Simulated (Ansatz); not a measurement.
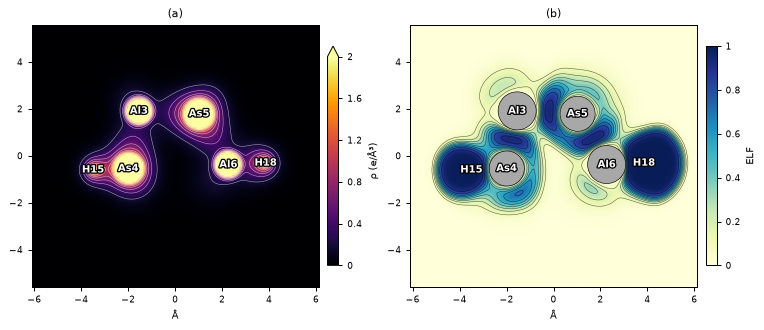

Figure 1: Al4As4H14 (Al4As4 wurtzite atom sphere). (a) electron density; (b) electron localisation function on the plane of atoms Al3, As5 and Al6. Grey discs cover the atomic cores in the ELF map.

Geometry: r2SCAN-D4/def2-SVP.

Theory: Ansatz, RKS PBE0-D4/def2-TZVP.

Input

```
crystal:
  periodic: [false, false, false]
  atoms:
    - {symbol: Al, position_ang: [-2.114220, -1.214442, -1.423696]}
    - {symbol: As, position_ang: [-1.908900, -1.103553, 1.143745]}
    - {symbol: Al, position_ang: [2.105536, -1.225238, -1.428260]}
    - {symbol: As, position_ang: [-0.001768, -0.004658, -1.968420]}
    - {symbol: As, position_ang: [1.915091, -1.100339, 1.139498]}
    - {symbol: Al, position_ang: [0.003590, 0.005284, 2.288282]}
    - {symbol: Al, position_ang: [0.003411, 2.432013, -1.434520]}
    - {symbol: As, position_ang: [-0.001073, 2.210860, 1.133905]}
    - {symbol: H, position_ang: [-2.013882, -2.771475, -1.742003]}
    - {symbol: H, position_ang: [-3.404912, -0.334556, -1.733368]}
    - {symbol: H, position_ang: [-2.001433, -2.471477, 1.774507]}
    - {symbol: H, position_ang: [-3.142031, -0.509611, 1.779583]}
    - {symbol: H, position_ang: [1.991065, -2.783652, -1.735354]}
    - {symbol: H, position_ang: [3.401038, -0.357693, -1.751967]}
    - {symbol: H, position_ang: [-0.003004, -0.007887, -3.482151]}
    - {symbol: H, position_ang: [2.014937, -2.465836, 1.774412]}
    - {symbol: H, position_ang: [3.149495, -0.500494, 1.767266]}
    - {symbol: H, position_ang: [0.005171, 0.008783, 3.874981]}
    - {symbol: H, position_ang: [-1.396914, 3.119375, -1.754568]}
    - {symbol: H, position_ang: [1.408893, 3.111633, -1.748678]}
    - {symbol: H, position_ang: [-1.139720, 2.977314, 1.761328]}
    - {symbol: H, position_ang: [1.129632, 2.985631, 1.765479]}
basis:
  gaussian: {orbitals: def2-TZVP, fitting: {mean_field: def2-universal-jkfit}, initial_orbitals: start.molden}
hamiltonian: {xc: pbe0, dispersion: d4}
scf: {omitted_lower_state_checks: [starts]}
output: {forces: true, orbitals: {seedname: orbitals}}
```

Launched as:

```sh
ansatz run in.yaml --threads 2 --pin off --events-out ev --progress --plain --max-ram 32768MiB --backend cuda --devices 0, --max-vram 18GiB
```

### What does the map show?

- Atoms in the plane: Al, As and H.
- Al–As (2.49 Å): the density is about 0.49 e/Å³ at the midpoint; the ELF peaks at about 0.95 between the atoms (localised, covalent bonding).
- As–H (1.51 Å): the density is about 1.1 e/Å³ at the midpoint; the ELF climbs to about 1 towards the hydrogen, as it does in any bond to H.
- Al–As (2.58 Å): ρ is about 0.41 e/Å³ halfway; the ELF peaks at about 0.95 between the atoms: a covalent bond.
- Al–H (1.59 Å): ρ is about 0.55 e/Å³ halfway; the ELF climbs to about 1 towards the hydrogen.
